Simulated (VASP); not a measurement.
# LaSi3Ir: convergence with the k-mesh and smearing, part 2 of 4

How sensitive are energy, pressure and forces of LaSi3Ir to the k-mesh and smearing? The series runs use r2SCAN. The start is a cell from a database of measured crystal structures.

VASP 6.6.1; r2SCAN; plane waves and PAW (La, Si, Ir).

So far. Step 5 (K-mesh: 5 5 5): Against the run before the energy moves by +15.44 meV an atom and the pressure by -0.12 GPa, after 19 cycles in 37 s.

## (6) K-mesh: 7 7 7

The input, INCAR:

```
SYSTEM = LaSi3Ir
PREC = Accurate
ENCUT = 400
EDIFF = 1E-06
NELM = 100
ISMEAR = -1
SIGMA = 0.05
LREAL = .FALSE.
ALGO = Normal
METAGGA = R2SCAN
LASPH = .TRUE.
NBANDS = 22
LORBIT = 11
LWAVE = .FALSE.
LCHARG = .FALSE.
KPAR = 4
ISIF = 2
```

The input, POSCAR:

```
LaSi3Ir
1.0
    0.0000000000     -4.2780000000      0.0000000000
   -4.2780000000      0.0000000000      0.0000000000
    2.1390000000     -2.1390000000     -4.9150000000
La Si Ir
1 3 1
Direct
    0.0000000000      0.0000000000      0.0000000000
    0.7615000000      0.7385000000      0.4770000000
    0.2615000000      0.2385000000      0.4770000000
    0.4112000000      0.5888000000      0.1776000000
    0.6553000000      0.3447000000      0.6894000000
```

The input, KPOINTS:

```
Automatic mesh
0
Gamma
7 7 7
0 0 0
```

Potentials, in the order of the species: La, Si and Ir (PBE family, release 64).

Run with:

```bash
mpirun -np 4 vasp_std
```

Log:

```text
[... set-up lines as in an earlier step ...]
 entering main loop
       N       E                     dE             d eps       ncg     rms          rms(c)
DAV:   1     0.139537062220E+03    0.13954E+03   -0.10519E+04  1776   0.150E+03
DAV:   2    -0.720612919859E+02   -0.21160E+03   -0.19063E+03  2086   0.293E+02
DAV:   3    -0.117282157904E+03   -0.45221E+02   -0.42040E+02  2544   0.122E+02
DAV:   4    -0.120367901401E+03   -0.30857E+01   -0.29490E+01  3212   0.357E+01
[...]
DAV:  18    -0.112937997370E+03    0.11452E-05   -0.87923E-06  2880   0.203E-02    0.140E-02
DAV:  19    -0.112937996121E+03    0.12487E-05   -0.10386E-06  1930   0.826E-03    0.158E-02
DAV:  20    -0.112937995241E+03    0.88034E-06   -0.43128E-07  1546   0.754E-03
   1 F= -.11293800E+03 E0= -.11293229E+03  d E =-.114088E-01
```

It took 58 s on 4 MPI ranks of Intel Xeon Platinum 8488C (Sapphire Rapids), shared host; peak memory 0.9 GiB; 3.6 min of CPU time.

Parts of OUTCAR (step 6):

```text
  Total        0.7897745      0.7897745      0.6110786      0.0000000      0.0000000      0.0000000
  in kB       14.0672310     14.0672310     10.8843517      0.0000000      0.0000000      0.0000000
  external PRESSURE =      13.0062712 kB  Pullay stress =       0.0000000 kB

 POSITION                                       TOTAL-FORCE (eV/Angst)
 -----------------------------------------------------------------------------------
      0.00000      0.00000      0.00000        -0.000000      0.000000     -0.154867
     -2.13900     -4.27800     -2.34445        -0.000000      0.000000      0.206458
     -0.00000     -2.13900     -2.34445        -0.000000      0.000000      0.206458
     -2.13900     -2.13900     -0.87290        -0.000000      0.000000      0.112434
     -0.00000     -4.27800     -3.38840         0.000000     -0.000000     -0.370483
 -----------------------------------------------------------------------------------
    total drift:                                0.001055     -0.001055     -0.006735

  FREE ENERGIE OF THE ION-ELECTRON SYSTEM (eV)
  ---------------------------------------------------
  free  energy   TOTEN  =      -112.9379952406 eV

  energy  without entropy=     -112.9265864418  energy(sigma->0) =     -112.93229084

[... 1 part as in an earlier step ...]

[... 2 further parts left out ...]
[key lines of the parts left out:]
E-fermi :   9.5661
```

Against the run before the energy moves by +0.14 meV an atom and the pressure by +0.13 GPa, after 20 cycles in 58 s.

## (7) K-mesh: 9 9 9

INCAR is that of step 6.

POSCAR is that of step 6.

The input, KPOINTS:

```
Automatic mesh
0
Gamma
9 9 9
0 0 0
```

Run with:

```bash
mpirun -np 4 vasp_std
```

Log:

```text
[... set-up lines as in an earlier step ...]
 entering main loop
       N       E                     dE             d eps       ncg     rms          rms(c)
DAV:   1     0.141120337722E+03    0.14112E+03   -0.10600E+04  3316   0.150E+03
DAV:   2    -0.718412050219E+02   -0.21296E+03   -0.19172E+03  3906   0.294E+02
DAV:   3    -0.117161817370E+03   -0.45321E+02   -0.42491E+02  4812   0.125E+02
DAV:   4    -0.120341559963E+03   -0.31797E+01   -0.29649E+01  6046   0.366E+01
[...]
DAV:  15    -0.112937021247E+03    0.67734E-05   -0.45479E-05  5328   0.688E-02    0.485E-03
DAV:  16    -0.112937022309E+03   -0.10620E-05   -0.50818E-06  4800   0.155E-02    0.128E-03
DAV:  17    -0.112937022146E+03    0.16329E-06   -0.36733E-07  2996   0.699E-03
   1 F= -.11293702E+03 E0= -.11293109E+03  d E =-.118634E-01
```

The job ended after 82 s (4 MPI ranks; peak memory 1.1 GiB).

From OUTCAR (step 7):

```text
  Total        0.8373042      0.8373042      0.6658198      0.0000000      0.0000000      0.0000000
  in kB       14.9138162     14.9138162     11.8593852      0.0000000      0.0000000      0.0000000
  external PRESSURE =      13.8956725 kB  Pullay stress =       0.0000000 kB

 POSITION                                       TOTAL-FORCE (eV/Angst)
 -----------------------------------------------------------------------------------
      0.00000      0.00000      0.00000         0.000000     -0.000000     -0.092277
     -2.13900     -4.27800     -2.34445         0.000000     -0.000000      0.154696
     -0.00000     -2.13900     -2.34445         0.000000     -0.000000      0.154696
     -2.13900     -2.13900     -0.87290         0.000000     -0.000000      0.124474
     -0.00000     -4.27800     -3.38840        -0.000000      0.000000     -0.341589
 -----------------------------------------------------------------------------------
    total drift:                               -0.000460      0.000460     -0.002537

  FREE ENERGIE OF THE ION-ELECTRON SYSTEM (eV)
  ---------------------------------------------------
  free  energy   TOTEN  =      -112.9370221459 eV

  energy  without entropy=     -112.9251587762  energy(sigma->0) =     -112.93109046

[... 1 part as in an earlier step ...]

[... 2 further parts left out ...]
[key lines of the parts left out:]
E-fermi :   9.5972
```

Against the run before the energy moves by +0.24 meV an atom and the pressure by +0.09 GPa, after 17 cycles in 82 s.

## (8) K-mesh: 11 11 11

INCAR is that of step 7.

POSCAR is that of step 7.

The input, KPOINTS:

```
Automatic mesh
0
Gamma
11 11 11
0 0 0
```

Run with:

```bash
mpirun -np 4 vasp_std
```

Log:

```text
[... set-up lines as in an earlier step ...]
 entering main loop
       N       E                     dE             d eps       ncg     rms          rms(c)
DAV:   1     0.142071516442E+03    0.14207E+03   -0.10569E+04  5600   0.150E+03
DAV:   2    -0.711175020994E+02   -0.21319E+03   -0.19255E+03  6510   0.292E+02
DAV:   3    -0.117313497841E+03   -0.46196E+02   -0.43239E+02  8178   0.125E+02
DAV:   4    -0.120366503166E+03   -0.30530E+01   -0.29360E+01 10056   0.373E+01
[...]
DAV:  24    -0.112937703062E+03    0.16390E-04   -0.82859E-05  8208   0.813E-02    0.676E-03
DAV:  25    -0.112937701428E+03    0.16334E-05   -0.17179E-05  9420   0.251E-02    0.204E-03
DAV:  26    -0.112937701129E+03    0.29923E-06   -0.25827E-06  7440   0.117E-02
   1 F= -.11293770E+03 E0= -.11293162E+03  d E =-.121579E-01
```

Elapsed: 3.1 min, on 4 MPI ranks; peak memory 1.4 GiB; 12 min of CPU time.

OUTCAR, selected parts (step 8):

```text
  Total        0.8126491      0.8126491      0.6711062      0.0000000      0.0000000      0.0000000
  in kB       14.4746669     14.4746669     11.9535463      0.0000000      0.0000000      0.0000000
  external PRESSURE =      13.6342934 kB  Pullay stress =       0.0000000 kB

 POSITION                                       TOTAL-FORCE (eV/Angst)
 -----------------------------------------------------------------------------------
      0.00000      0.00000      0.00000        -0.000000      0.000000     -0.106418
     -2.13900     -4.27800     -2.34445        -0.000000      0.000000      0.156648
     -0.00000     -2.13900     -2.34445        -0.000000      0.000000      0.156648
     -2.13900     -2.13900     -0.87290        -0.000000      0.000000      0.139054
     -0.00000     -4.27800     -3.38840         0.000000     -0.000000     -0.345931
 -----------------------------------------------------------------------------------
    total drift:                               -0.000406      0.000406     -0.001860

  FREE ENERGIE OF THE ION-ELECTRON SYSTEM (eV)
  ---------------------------------------------------
  free  energy   TOTEN  =      -112.9377011289 eV

  energy  without entropy=     -112.9255432768  energy(sigma->0) =     -112.93162220

[... 1 part as in an earlier step ...]

[... 2 further parts left out ...]
[key lines of the parts left out:]
E-fermi :   9.6067
```

Against the run before the energy moves by -0.11 meV an atom and the pressure by -0.03 GPa, after 26 cycles in 3.1 min.

## (9) The k-mesh series as a table

This step: convergence of r2SCAN results with the mesh; plane waves and PAW (VASP 6.6.1).

This step runs nothing: it gathers the runs above.

Differences are taken from the run with 11 11 11. Results of the series, by row:

```
 setting     status  energy less the reference (meV/atom)  pressure (GPa)  largest force difference (meV/Å)  SCF cycles  wall time (s)
   2 2 2  converged                                -44.18          0.1107                              1801          15           13.6
   3 3 3  converged                                -60.81            1.06                             504.1          38             40
   4 4 4  converged                                -15.71           1.291                             259.8          16             27
   5 5 5  converged                               -0.2761           1.175                             116.7          19             37
   7 7 7  converged                               -0.1337           1.301                             49.81          20             58
   9 9 9  converged                                0.1063            1.39                             14.58          17             82
11 11 11  converged                                     0           1.363                                 0          26            184
```

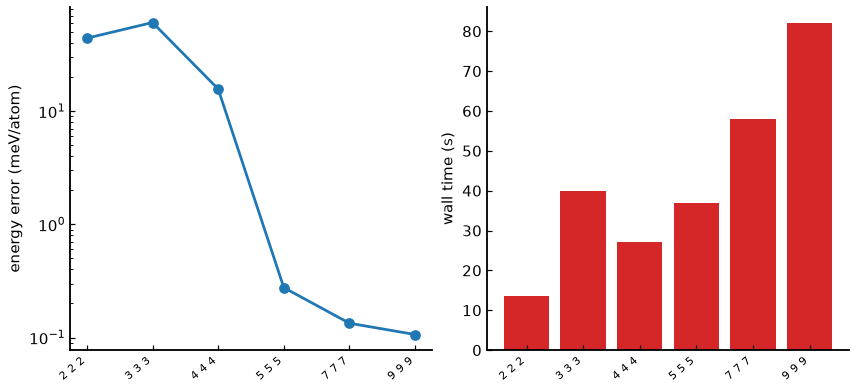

The energy error in size, against the reference run (errors under 0.01 are drawn at 0.01), and the wall time by setting.

## (10) Smearing: ISMEAR = -1, SIGMA = 0.01

This step: r2SCAN; plane waves and PAW (La, Si, Ir) (VASP 6.6.1).

Smearing steadies the sum over the Fermi surface at the price of an entropy term.

INCAR, as its differences from that of step 8:

```diff
@@ -6,3 +6,3 @@
 ISMEAR = -1
-SIGMA = 0.05
+SIGMA = 0.01
 LREAL = .FALSE.
```

POSCAR is that of step 8.

The input, KPOINTS:

```
Automatic mesh
0
Gamma
7 7 7
0 0 0
```

Run with:

```bash
mpirun -np 4 vasp_std
```

Log:

```text
[... set-up lines as in an earlier step ...]
 entering main loop
       N       E                     dE             d eps       ncg     rms          rms(c)
DAV:   1     0.139551599364E+03    0.13955E+03   -0.10519E+04  1776   0.150E+03
DAV:   2    -0.720267555520E+02   -0.21158E+03   -0.19057E+03  2086   0.293E+02
DAV:   3    -0.117277892638E+03   -0.45251E+02   -0.42237E+02  2544   0.122E+02
DAV:   4    -0.120364936299E+03   -0.30870E+01   -0.29496E+01  3212   0.358E+01
DAV:   5    -0.120529504404E+03   -0.16457E+00   -0.16100E+00  2718   0.779E+00    0.170E+01
DAV:   6    -0.113374302378E+03    0.71552E+01   -0.14143E+01  2912   0.307E+01    0.589E+00
DAV:   7    -0.112916461874E+03    0.45784E+00   -0.43005E+00  2920   0.204E+01    0.509E+00
DAV:   8    -0.112954704743E+03   -0.38243E-01   -0.60228E-01  3136   0.521E+00    0.163E+00
DAV:   9    -0.112929942058E+03    0.24763E-01   -0.24159E-01  3024   0.472E+00    0.765E-01
DAV:  10    -0.112933587065E+03   -0.36450E-02   -0.22337E-02  2904   0.109E+00    0.245E-01
DAV:  11    -0.112932901354E+03    0.68571E-03   -0.45966E-03  3208   0.593E-01    0.103E-01
DAV:  12    -0.112932997951E+03   -0.96597E-04   -0.13003E-03  3256   0.281E-01    0.398E-02
DAV:  13    -0.112932994695E+03    0.32556E-05   -0.14800E-04  3384   0.117E-01    0.140E-02
DAV:  14    -0.112933317520E+03   -0.32282E-03   -0.28124E-03  2496   0.394E-01    0.487E-02
DAV:  15    -0.112932975183E+03    0.34234E-03   -0.25911E-03  2536   0.425E-01    0.240E-02
DAV:  16    -0.112932997437E+03   -0.22254E-04   -0.23169E-04  3140   0.776E-02    0.162E-02
DAV:  17    -0.112932993757E+03    0.36792E-05   -0.15920E-05  2744   0.259E-02    0.189E-02
DAV:  18    -0.112932990206E+03    0.35515E-05   -0.54537E-06  2642   0.161E-02    0.222E-02
DAV:  19    -0.112932986588E+03    0.36178E-05   -0.29178E-06  2232   0.135E-02    0.264E-02
DAV:  20    -0.112933039371E+03   -0.52783E-04   -0.21909E-04  2314   0.860E-02    0.882E-03
DAV:  21    -0.112933413029E+03   -0.37366E-03   -0.44011E-03  2496   0.486E-01    0.529E-02
DAV:  22    -0.112933031144E+03    0.38188E-03   -0.32491E-03  2632   0.497E-01    0.118E-02
DAV:  23    -0.112933031766E+03   -0.62152E-06   -0.52965E-04  3288   0.105E-01    0.391E-03
DAV:  24    -0.112933030266E+03    0.14996E-05   -0.14837E-05  2400   0.261E-02    0.435E-03
DAV:  25    -0.112933027598E+03    0.26675E-05   -0.10603E-05  2664   0.232E-02    0.326E-03
DAV:  26    -0.112933026588E+03    0.10107E-05   -0.71267E-05  2536   0.830E-02    0.160E-02
DAV:  27    -0.112933034152E+03   -0.75641E-05   -0.11789E-04  2592   0.100E-01    0.225E-03
DAV:  28    -0.112933038563E+03   -0.44109E-05   -0.25628E-05  2752   0.494E-02    0.753E-03
DAV:  29    -0.112933034137E+03    0.44261E-05   -0.24776E-05  2640   0.461E-02    0.987E-04
DAV:  30    -0.112933034081E+03    0.55069E-07   -0.16530E-06  2170   0.980E-03
   1 F= -.11293303E+03 E0= -.11293291E+03  d E =-.243586E-03
```

Wall time 81 s (4 MPI ranks); peak memory 0.88 GiB.

OUTCAR, selected parts (step 10):

```text
   NELECT =      32.0000    total number of electrons

 E-fermi :   9.5370

 k-point     1 :       0.0000    0.0000    0.0000
  band No.  band energies     occupation
    ...
     11       6.1494      2.00000
     12       6.2066      2.00000
     13       6.7434      2.00000
     14       7.8326      2.00000
     15       7.8326      2.00000
     16       9.6457      0.00004
     17       9.6457      0.00004
     18      10.9251      0.00000
     19      11.7216      0.00000
     20      12.0814      0.00000
    ...

  Total        0.7648827      0.7648827      0.6614115      0.0000000      0.0000000      0.0000000
  in kB       13.6238644     13.6238644     11.7808660      0.0000000      0.0000000      0.0000000
  external PRESSURE =      13.0095316 kB  Pullay stress =       0.0000000 kB

 POSITION                                       TOTAL-FORCE (eV/Angst)
 -----------------------------------------------------------------------------------
      0.00000      0.00000      0.00000        -0.000000      0.000000     -0.165781
     -2.13900     -4.27800     -2.34445        -0.000000      0.000000      0.224710
     -0.00000     -2.13900     -2.34445        -0.000000      0.000000      0.224710
     -2.13900     -2.13900     -0.87290        -0.000000      0.000000      0.094020
     -0.00000     -4.27800     -3.38840         0.000000     -0.000000     -0.377659
 -----------------------------------------------------------------------------------
    total drift:                               -0.000440      0.000440     -0.001723

  FREE ENERGIE OF THE ION-ELECTRON SYSTEM (eV)
  ---------------------------------------------------
  free  energy   TOTEN  =      -112.9330340815 eV

  energy  without entropy=     -112.9327904951  energy(sigma->0) =     -112.93291229

[... 7 parts as in an earlier step ...]

[... 10 further parts left out ...]
```

This step gave:

```yaml
scf_cycles: 30
irreducible_k_points: 40
free_energy_toten: -112.9330 eV
energy_at_zero_smearing: -112.9329 eV
fermi_energy: 9.537 eV
pressure: 1.301 GPa
```

The series starts at -22.5866 eV an atom and 1.30 GPa, after 30 cycles in 81 s. The entropy term T·S comes to 0.05 meV an atom in size.

## (11) Smearing: ISMEAR = -1, SIGMA = 0.05

INCAR, as its differences from that of step 10:

```diff
@@ -6,3 +6,3 @@
 ISMEAR = -1
-SIGMA = 0.01
+SIGMA = 0.05
 LREAL = .FALSE.
```

POSCAR is that of step 10.

KPOINTS is that of step 10.

Run with:

```bash
mpirun -np 4 vasp_std
```

Log:

```text
[... set-up lines as in an earlier step ...]
 entering main loop
       N       E                     dE             d eps       ncg     rms          rms(c)
[... 20 cycles as in an earlier step ...]
   1 F= -.11293800E+03 E0= -.11293229E+03  d E =-.114088E-01
```

It took 55 s on 4 MPI ranks; peak memory 0.88 GiB.

From OUTCAR (step 11):

```text
[... 6 parts as in an earlier step ...]

[... 1 further part left out ...]
[key lines of the parts left out:]
E-fermi :   9.5661
```

Against the run before the energy at zero width moves by +0.12 meV an atom while the pressure stays within 0.01 GPa, after 20 cycles in 55 s. The entropy term T·S comes to 2.28 meV an atom in size.

## (12) Smearing: ISMEAR = -1, SIGMA = 0.1

INCAR, as its differences from that of step 11:

```diff
@@ -6,3 +6,3 @@
 ISMEAR = -1
-SIGMA = 0.05
+SIGMA = 0.1
 LREAL = .FALSE.
```

POSCAR is that of step 11.

KPOINTS is that of step 11.

Run with:

```bash
mpirun -np 4 vasp_std
```

Log:

```text
[... set-up lines as in an earlier step ...]
 entering main loop
       N       E                     dE             d eps       ncg     rms          rms(c)
DAV:   1     0.139490926323E+03    0.13949E+03   -0.10519E+04  1776   0.150E+03
DAV:   2    -0.721615934098E+02   -0.21165E+03   -0.19087E+03  2086   0.293E+02
DAV:   3    -0.117292566726E+03   -0.45131E+02   -0.41731E+02  2544   0.122E+02
DAV:   4    -0.120381151418E+03   -0.30886E+01   -0.29494E+01  3212   0.357E+01
[...]
DAV:  19    -0.112955295447E+03   -0.23142E-04   -0.12601E-04  2560   0.799E-02    0.615E-03
DAV:  20    -0.112955330555E+03   -0.35108E-04   -0.11157E-05  2928   0.320E-02    0.996E-04
DAV:  21    -0.112955330616E+03   -0.61160E-07   -0.30660E-07  1578   0.538E-03
   1 F= -.11295533E+03 E0= -.11293190E+03  d E =-.468650E-01
```

The job ended after 57 s (4 MPI ranks; peak memory 0.89 GiB; 3.8 min of CPU time).

Parts of OUTCAR (step 12):

```text
  Total        0.8583348      0.8583348      0.6006203      0.0000000      0.0000000      0.0000000
  in kB       15.2884059     15.2884059     10.6980714      0.0000000      0.0000000      0.0000000
  external PRESSURE =      13.7582944 kB  Pullay stress =       0.0000000 kB

 POSITION                                       TOTAL-FORCE (eV/Angst)
 -----------------------------------------------------------------------------------
      0.00000      0.00000      0.00000        -0.000000      0.000000     -0.129360
     -2.13900     -4.27800     -2.34445        -0.000000     -0.000000      0.188075
     -0.00000     -2.13900     -2.34445         0.000000      0.000000      0.188075
     -2.13900     -2.13900     -0.87290        -0.000000      0.000000      0.113266
     -0.00000     -4.27800     -3.38840         0.000000     -0.000000     -0.360057
 -----------------------------------------------------------------------------------
    total drift:                               -0.000410      0.000410     -0.001504

  FREE ENERGIE OF THE ION-ELECTRON SYSTEM (eV)
  ---------------------------------------------------
  free  energy   TOTEN  =      -112.9553306159 eV

  energy  without entropy=     -112.9084655719  energy(sigma->0) =     -112.93189809

[... 2 parts as in an earlier step ...]

[... 1 further part left out ...]
[key lines of the parts left out:]
E-fermi :   9.5826
```

Against the run before the energy at zero width moves by +0.08 meV an atom and the pressure by +0.08 GPa, after 21 cycles in 57 s. The entropy term T·S comes to 9.37 meV an atom in size.

(Part 2 of 4 ends here.)

[Lines on the potential files, build, host, timing and source positions are cut from VASP's logs without a mark.]

[Logs are printed without paths, hosts, clocks, repeated set-up lines and the standing remarks that a program may print on its own settings, such as how far it seeks lower states.]

[Hosts, paths, dates, database ids (printed as entryN), source tags and the programs' standing remarks are cut or masked in the printed files.]

[A measured line is paired with the nearest computed mode of its activity, which favours agreement.]
